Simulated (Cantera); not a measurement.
Feed: 1 mol Si, 0.22 mol O2, 120 mol N2, at 1330 Pa.

Cantera equilibrium calculation (NASA polynomials, part measured and part estimated; ideal gas, pure solids and liquids). Candidate condensed phases: Si, SiO2, Si2N2O, Si3N4; 16 gas species. N2 is the only nitrogen source here; it is nearly inert below about 1500 K, so the nitride shown seldom forms there in practice. Mutual solubility and eutectic melting of coexisting phases are not modelled. The tables' values for SiN are old estimates; treat these amounts as uncertain. Rates play no part.

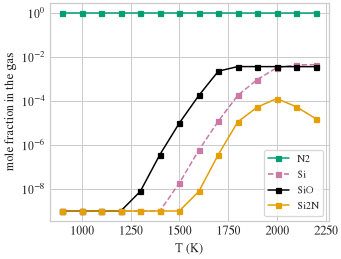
Equilibrium gas composition (values under 1e-9 drawn at 1e-9)

From 900 K to 1700 K the condensed part is Si2N2O(s) + Si3N4(s). At 1800 K the condensed part is Si3N4(s). From 1900 K to 2000 K the condensed part is Si(l). From 2100 K to 2200 K nothing is condensed.
